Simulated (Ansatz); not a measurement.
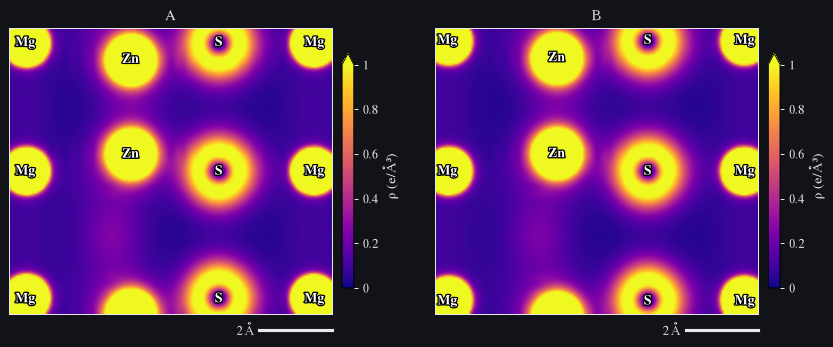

MgZnS. The valence charge density (pseudo) of two cells that differ in size and shape, on the (110) plane of each (indices in the axes of the calculation cell), at one length scale and on one colour scale: B has 17.9 Å³ an atom and A 16.8.

Space group P-42₁m; a generated structure, not necessarily the stable one.

Computed with DFT PBE, scalar-relativistic, plane waves, PAW in Ansatz 0.2.0.

The density is the valence pseudo-density of a PAW calculation; it isn't the true density close to the nuclei.

The larger cell:

```yaml
crystal:
  lattice:
    - [5.10234, 0.00000, 0.00000]
    - [0.00000, 5.10234, 0.00000]
    - [0.00000, 0.00000, 8.23087]
  atoms:
    - { symbol: Mg, position: [0.25097, 0.75097, 0.33477] }
    - { symbol: Mg, position: [0.74903, 0.24903, 0.33477] }
    - { symbol: Mg, position: [0.75097, 0.74903, 0.66523] }
    - { symbol: Mg, position: [0.24903, 0.25097, 0.66523] }
    - { symbol: Zn, position: [0.31593, 0.18407, 0.03263] }
    - { symbol: Zn, position: [0.68407, 0.81593, 0.03263] }
    - { symbol: Zn, position: [0.81593, 0.31593, 0.96737] }
    - { symbol: Zn, position: [0.18407, 0.68407, 0.96737] }
    - { symbol: S, position: [0.24899, 0.25101, 0.33952] }
    - { symbol: S, position: [0.75101, 0.74899, 0.33952] }
    - { symbol: S, position: [0.25101, 0.75101, 0.66048] }
    - { symbol: S, position: [0.74899, 0.24899, 0.66048] }
```

The smaller cell: a = 5.017 Å, b = 5.017 Å, c = 8.002 Å, α = 90.00°, β = 90.00°, γ = 90.00°.

Q: What does the compression do to the bonding and the properties?

A: From the larger cell to the smaller, Mg–S goes from 2.68 to 2.64 Å; Zn–S goes from 2.57 to 2.49 Å, and the density at its midpoint from 0.32 to 0.37 e/Å³; the pressure goes from 0.0 to 4.2 GPa.
